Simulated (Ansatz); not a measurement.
# Calculations on N

### Relaxation

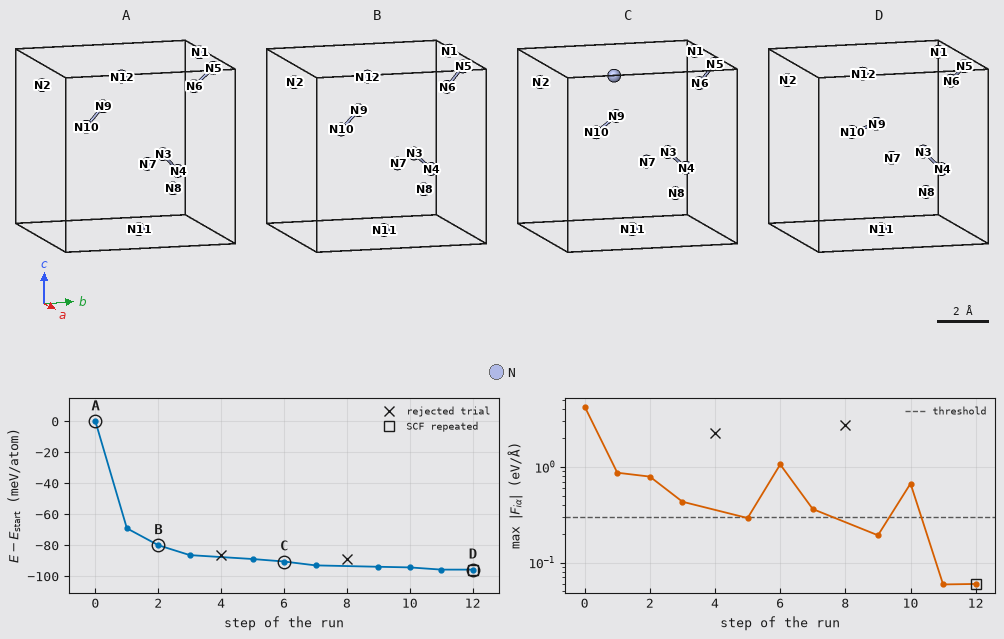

Frames of a relaxation of an amorphous cell of composition N, marked on the history of the run. Style: ball-and-stick. Shown: the cell of the calculation, slightly off an axis.

The cell holds 6 N2. The run prepares the start of a later molecular dynamics calculation, from a guessed geometry.

The calculation used DFT LDA, scalar-relativistic, plane waves, PAW in Ansatz 0.2.0.

Input
```yaml
crystal:
  lattice:
    - [7.03385, 0.0, 0.0]
    - [0.0, 7.03385, 0.0]
    - [0.0, 0.0, 7.03385]
  atoms:
    - { symbol: "N", position: [0.314963, -0.0100817, 0.9839277] }
    - { symbol: "N", position: [0.3125201, 0.0635264, 0.8411554] }
    - { symbol: "N", position: [0.5546415, 0.7040943, 0.4542101] }
    - { symbol: "N", position: [0.5015732, 0.8082023, 0.343968] }
    - { symbol: "N", position: [0.6891456, 0.9605824, 0.9584274] }
    - { symbol: "N", position: [0.6207204, 0.8679688, 0.8464061] }
    - { symbol: "N", position: [0.0990544, 0.7475164, 0.320093] }
    - { symbol: "N", position: [-0.0173779, 0.637481, 0.3320852] }
    - { symbol: "N", position: [0.9349081, 0.238459, 0.8141592] }
    - { symbol: "N", position: [0.9840338, 0.1257761, 0.7107315] }
    - { symbol: "N", position: [0.5578567, 0.5619053, 1.0310799] }
    - { symbol: "N", position: [0.5184875, 0.4710638, 0.9045652] }
basis:
  ecutwfc: 420.0
kpoints:
  mp_grid: { grid: [1, 1, 1] }
hamiltonian:
  xc: lda
scf:
  occupations: { method: fermi_dirac, width: 0.02 }
  lower_state_search: "off"
relax:
  f_tol: 0.3
  max_steps: 15
  adjacent_minimum: "off"
```

Run as
```bash
ansatz run input.yaml --threads 1 --pin off --max-ram 3072MiB --backend cpu --events-out ev --progress --plain --runs-dir out
```

### What happens along the run?

The largest move is that of N9, 1.16 Å roughly along [0 1 −1]. The lattice vectors keep their values. Among the contacts that change: N11–N12 1.130 → 1.094 Å. Over 9 accepted moves (12 points after the start) the energy falls by 95.6 meV per atom. The largest force component goes from 4.3 to 0.06 eV/Å. The line search rejected the trial steps at points 4, 8 of the run. 1 step only repeated the SCF at the same geometry. The forces were under the threshold at step 5, but the run went on from there. Cost: 14 s on 1 thread of Arm Neoverse V1, on a shared host, peak memory 0.31 GiB. From step 0 to 2: N6 moves most (0.31 Å), energy −79.9 meV per atom. From step 2 to 6: N atoms move most (0.39 Å), energy −10.5 meV per atom. From step 6 to 12: N9 moves most (0.49 Å), energy −5.2 meV per atom.

Limits of the set-up: the periodic images lie only 7.0 Å apart, so the values are limited by the cell's size.

### Dynamics

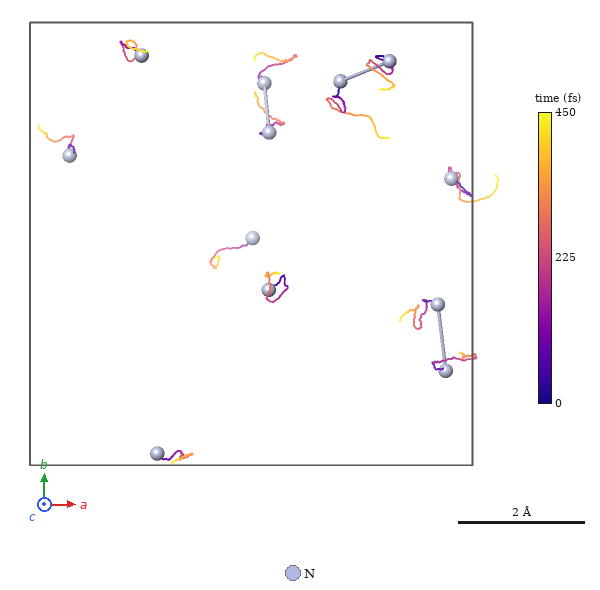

Molecular dynamics of a periodic cell with 6 N2 at 0.802 g/cm³, 450 fs long. Lines trace each atom's path, coloured by time; spheres stand at the starting positions. Seen along the c axis in the simulation cell.

Level of theory: DFT LDA, scalar-relativistic, plane waves, PAW (Ansatz 0.2.0). Settings: plane-wave cutoff 420 eV; k-point mesh 1 × 1 × 1; Fermi-Dirac smearing 0.02 eV; Langevin thermostat (NVT); set temperature 250 K; time step 1.5 fs; friction 0.02 per fs.

Question: How do the atoms move?

Answer: Root-mean-square distances from the starting positions over the second half, with the common drift of all atoms taken out: N 0.63 Å. The heavy atoms stay within a fraction of a molecule's size of their starting places; so short a run doesn't tell a liquid from a solid.

Limits of the set-up: the periodic images lie only 7.0 Å apart, so the values are limited by the cell's size.

### Dynamics

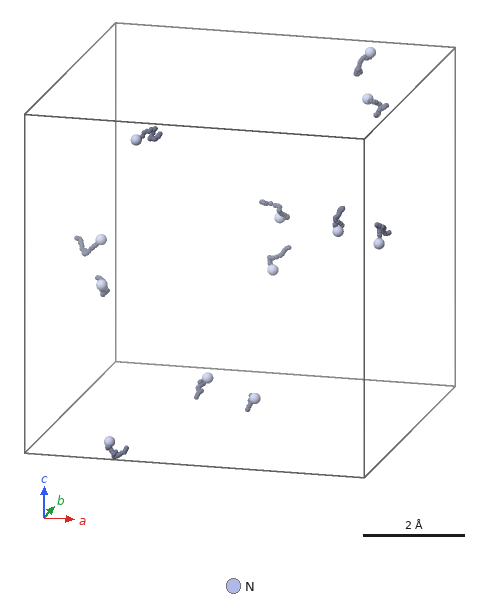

First-principles dynamics of a periodic cell with 6 N2 at 0.802 g/cm³, 200 fs long. It starts from the last geometry of an earlier run, with fresh velocities. Dots mark each atom's position at evenly spaced times, in the colour of its element; spheres stand at the starting positions. Seen slightly off an axis in the simulation cell.

The calculation used DFT LDA, scalar-relativistic, plane waves, PAW (Ansatz). Set-up: plane-wave cutoff 200 eV; k-point mesh 1 × 1 × 1; Fermi-Dirac smearing 0.02 eV; Langevin thermostat (NVT); set temperature 250 K; time step 1 fs; friction 0.05 per fs.

How do the atoms move?

Root-mean-square distances from the starting positions over the second half, with the common drift of all atoms taken out: N 0.42 Å. The heavy atoms stay within a fraction of a molecule's size of their starting places; so short a run doesn't tell a liquid from a solid. Over the second half the temperature averages 247 K (spread ±50 K). The potential energy in the second half lies on average 42.1 meV per atom below the first frame. The plane-wave cutoff is below what these potentials need, so energies and forces are off.

Limits of the set-up: the cutoff lies below the recommended one; the periodic images lie only 7.0 Å apart, so the values are limited by the cell's size.
